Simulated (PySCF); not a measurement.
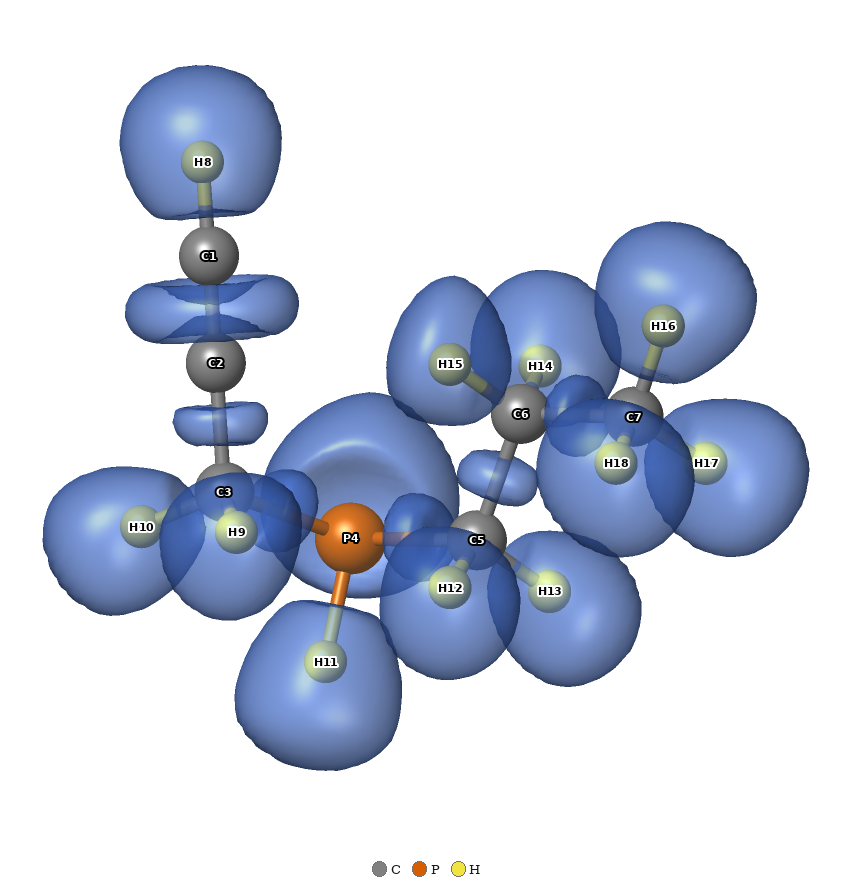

The picture shows: C₆H₁₁P. Isosurface of the ELF at 0.8 (blue), seen at a tilt. Core shells and regions of very low density are left out.

Geometry: GFN2-xTB, NEB image 0 of 0 to 8.

Level of theory: PBE0/pcSseg-1, SCF density, gas phase, non-relativistic (PySCF).

```xyz
18

C    -2.6268    1.7535   -0.3205
C    -2.3729    0.5894   -0.2020
C    -2.0656   -0.8149   -0.0755
P    -0.8351   -1.3773   -1.3775
C     0.7603   -0.9672   -0.5063
C     1.0657    0.5270   -0.5488
C     2.4489    0.8315    0.0135
H    -2.8554    2.7728   -0.4137
H    -1.6727   -1.0271    0.9242
H    -2.9803   -1.3957   -0.2334
H    -0.8542   -2.7105   -0.9329
H     0.7306   -1.3246    0.5279
H     1.5469   -1.5177   -1.0322
H     1.0066    0.8745   -1.5836
H     0.3083    1.0702    0.0214
H     2.6461    1.9002   -0.0200
H     3.2167    0.3211   -0.5648
H     2.5243    0.5010    1.0477
```

> Describe the localisation domains.

The surface consists of four regions between bonded C–C atoms (shared pairs), two regions between bonded C–P atoms (shared pairs), eleven regions around hydrogen nuclei and one lobe on P, pointing away from the bonds (lone pairs). Profiles from the grid: C–C (1.20 Å): the ELF peaks at about 0.85 between the atoms (a short, multiple covalent bond). C–P (1.86 Å): the ELF peaks at about 0.95 between the atoms, as expected for a covalent bond.
